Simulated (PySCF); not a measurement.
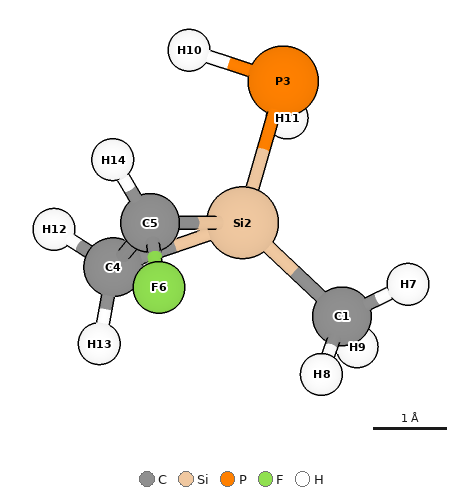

Figure 1. The structure (ball-and-stick view, seen at a tilt; atoms are numbered from 1 in the order of the input).

## C3H8FPSi: a changed input and its effect

System: C3H8FPSi, SMILES C[Si@@]1(P)C[C@H]1F.
Method of the first run: GIAO PBE0/pcSseg-1 NMR shielding, non-relativistic, gas phase (PySCF 2.14.0).

The geometry comes from this level: GFN2-xTB. Text and figures count atoms from 1; the logs count them from 0 in places.

Input, the first run:
```
{"job": {"kind": "nmr", "xc": "PBE0", "basis": "pcSseg-1"}, "charge": 0, "multiplicity": 1}
C     -1.432939    -1.387008    -0.066213
Si     0.103345    -0.296705     0.159689
P      1.865722    -1.281206     1.132816
C      0.258689     1.241820    -0.944473
C     -0.191580     1.557708     0.488296
F     -1.475149     2.038250     0.585140
H     -1.649545    -1.931977     0.847676
H     -2.294477    -0.775056    -0.309395
H     -1.291179    -2.111624    -0.862125
H      2.765730    -0.294071     0.766009
H      2.169179    -2.050866     0.022065
H      1.214775     1.657282    -1.232020
H     -0.496979     1.436364    -1.692949
H      0.453732     2.196617     1.083318
```

The first line tells a small driver script what to run in PySCF; the rest is the geometry in Å.

Command:
```bash
OMP_NUM_THREADS=1 python <driver script> task.json out
```

Hardware: 1 CPU thread, shared host.

Output (the first run):
```
coarse grid: 12552 points
cycle   1  E = -849.1409757552  dE =  5.021e-01  |g| = 5.468e-01  |ddm| = 3.334e+00
cycle   2  E = -849.1069434066  dE =  3.403e-02  |g| = 7.117e-01  |ddm| = 1.087e+00
cycle   3  E = -849.2039050134  dE = -9.696e-02  |g| = 6.051e-02  |ddm| = 6.520e-01
cycle   4  E = -849.2044946852  dE = -5.897e-04  |g| = 2.696e-02  |ddm| = 7.546e-02
cycle   5  E = -849.2046375930  dE = -1.429e-04  |g| = 6.008e-03  |ddm| = 2.518e-02
cycle   6  E = -849.2046456500  dE = -8.057e-06  |g| = 2.204e-03  |ddm| = 9.620e-03
final grid: 112056 points
cycle   7  E = -849.2461464250  dE = -2.420e-05  |g| = 9.901e-03  |ddm| = 2.787e-02
cycle   8  E = -849.2461218757  dE =  2.455e-05  |g| = 1.420e-02  |ddm| = 2.323e-02
cycle   9  E = -849.2461709655  dE = -4.909e-05  |g| = 1.101e-03  |ddm| = 1.388e-02
cycle  10  E = -849.2461712091  dE = -2.437e-07  |g| = 2.556e-04  |ddm| = 1.117e-03
cycle  11  E = -849.2461712233  dE = -1.418e-08  |g| = 4.019e-05  |ddm| = 2.400e-04
cycle  12  E = -849.2461712236  dE = -3.220e-10  |g| = 1.313e-05  |ddm| = 5.305e-05
converged SCF energy = -849.2461712236

GIAO shielding tensors (ppm)
atom      isotropic    diamagn.    paramagn.     s11        s22        s33       span
  0 C      193.479     252.742     -59.264    182.645    192.249    205.541     22.896
  1 Si     437.488     881.664    -444.176    301.262    349.349    661.853    360.591
  2 P      617.993     967.141    -349.148    542.522    608.783    702.675    160.153
  3 C      171.424     257.980     -86.555    149.060    166.687    198.526     49.467
  4 C      105.197     250.403    -145.206     41.678     81.138    192.775    151.096
  5 F      422.313     472.990     -50.677    379.080    412.199    475.660     96.580
  6 H       31.169      29.687       1.482     26.077     28.579     38.852     12.775
  7 H       31.444      30.696       0.748     25.341     29.267     39.724     14.383
  8 H       31.062      30.072       0.990     26.296     28.445     38.446     12.150
  9 H       31.051      30.740       0.311     25.102     28.572     39.477     14.375
 10 H       30.480      30.213       0.267     24.998     27.947     38.496     13.498
 11 H       30.661      31.872      -1.210     26.110     27.167     38.707     12.597
 12 H       30.641      31.982      -1.340     26.376     27.835     37.713     11.337
 13 H       26.473      31.191      -4.718     22.154     27.193     30.072      7.919
```

For the second run the input was changed thus:
```diff
-"xc": "PBE0"
+"xc": "B97-2"
+"pop": false
+"grid": 4
+"scf": {"damp": 0.2}
```

Predict how the results change.

The total energies belong to different methods, so their difference says nothing on which is more stable or more accurate. The HOMO goes from −6.68 to −6.44 eV. Of all shieldings, the largest change is that of P3, by −4.2 ppm. The functional changes from PBE0 to B97-2. The SCF takes 14 iterations against 12.

Output (the second run):
```
damping 0.20 in the first 6 cycles
final grid: 298320 points
cycle   1  E = -849.6302471381  dE =  4.831e-01  |g| = 5.693e-01  |ddm| = 3.339e+00
cycle   2  E = -849.6506994011  dE = -2.045e-02  |g| = 5.069e-01  |ddm| = 9.157e-01
cycle   3  E = -849.6611163428  dE = -1.042e-02  |g| = 4.630e-01  |ddm| = 7.802e-01
cycle   4  E = -849.6658069043  dE = -4.691e-03  |g| = 4.356e-01  |ddm| = 7.141e-01
cycle   5  E = -849.6708010272  dE = -4.994e-03  |g| = 4.137e-01  |ddm| = 6.712e-01
cycle   6  E = -849.6356475998  dE =  3.515e-02  |g| = 6.156e-01  |ddm| = 8.212e-01
cycle   7  E = -849.5791825363  dE =  5.647e-02  |g| = 8.774e-01  |ddm| = 1.100e+00
cycle   8  E = -849.6989746002  dE = -1.198e-01  |g| = 2.649e-02  |ddm| = 5.622e-01
cycle   9  E = -849.6990819311  dE = -1.073e-04  |g| = 1.810e-02  |ddm| = 5.374e-02
cycle  10  E = -849.6991684196  dE = -8.649e-05  |g| = 2.382e-03  |ddm| = 2.039e-02
cycle  11  E = -849.6991692954  dE = -8.758e-07  |g| = 1.153e-03  |ddm| = 2.870e-03
cycle  12  E = -849.6991696582  dE = -3.628e-07  |g| = 1.118e-04  |ddm| = 1.285e-03
cycle  13  E = -849.6991696615  dE = -3.308e-09  |g| = 2.325e-05  |ddm| = 1.574e-04
cycle  14  E = -849.6991696617  dE = -1.298e-10  |g| = 8.564e-06  |ddm| = 4.139e-05
converged SCF energy = -849.6991696617

GIAO shielding tensors (ppm)
atom      isotropic    diamagn.    paramagn.     s11        s22        s33       span
  0 C      192.184     252.569     -60.385    181.843    190.988    203.722     21.878
  1 Si     440.322     882.128    -441.806    306.306    353.895    660.765    354.459
  2 P      613.804     967.539    -353.735    540.280    604.472    696.660    156.380
  3 C      171.015     257.925     -86.909    149.071    166.484    197.490     48.419
  4 C      105.205     250.527    -145.323     42.296     81.561    191.756    149.460
  5 F      420.413     473.277     -52.863    377.473    412.384    471.384     93.911
  6 H       31.270      29.820       1.450     26.282     28.733     38.795     12.513
  7 H       31.534      30.873       0.661     25.548     29.410     39.645     14.097
  8 H       31.173      30.220       0.953     26.508     28.593     38.417     11.909
  9 H       31.165      30.964       0.201     25.299     28.738     39.457     14.158
 10 H       30.590      30.421       0.169     25.180     28.105     38.485     13.304
 11 H       30.769      32.003      -1.234     26.275     27.359     38.675     12.400
 12 H       30.740      32.138      -1.398     26.545     28.006     37.669     11.123
 13 H       26.605      31.307      -4.703     22.305     27.308     30.201      7.896
```

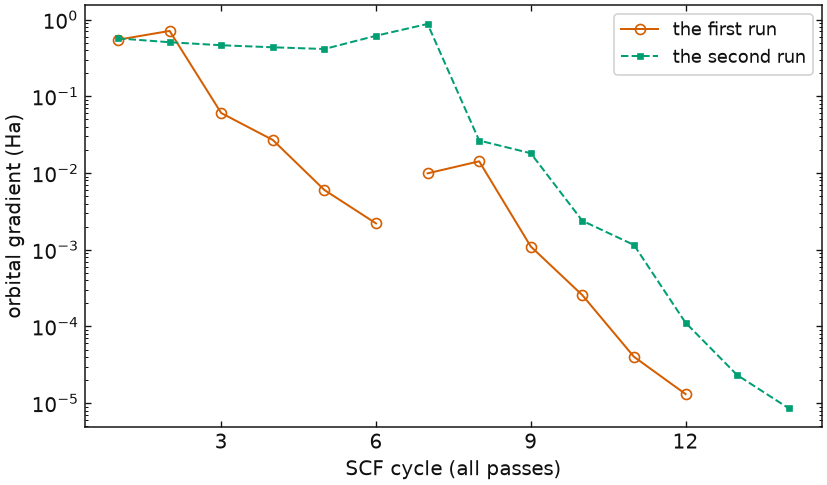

Figure 2. Convergence of the two runs: orbital gradient against the SCF cycle. A break in a curve parts two SCF passes (coarse and final grid). The first run takes 12 cycles in all, and the second run takes 14.

The two runs side by side:

```csv
quantity,the first run,the second run
outcome,converged,converged
total energy (hartree),−849.246171,−849.699170
HOMO (eV),−6.68,−6.44
LUMO (eV),0.27,0.23
dipole moment (D),2.02,2.02
shielding of C1 (ppm),193.5,192.2
shielding of Si2 (ppm),437.5,440.3
shielding of P3 (ppm),618.0,613.8
shielding of C4 (ppm),171.4,171.0
shielding of F6 (ppm),422.3,420.4
shielding of H10 (ppm),31.1,31.2
shielding of H14 (ppm),26.5,26.6
SCF iterations,12,14
basis functions,156,156
wall time (shared host),16 s,40 s
```
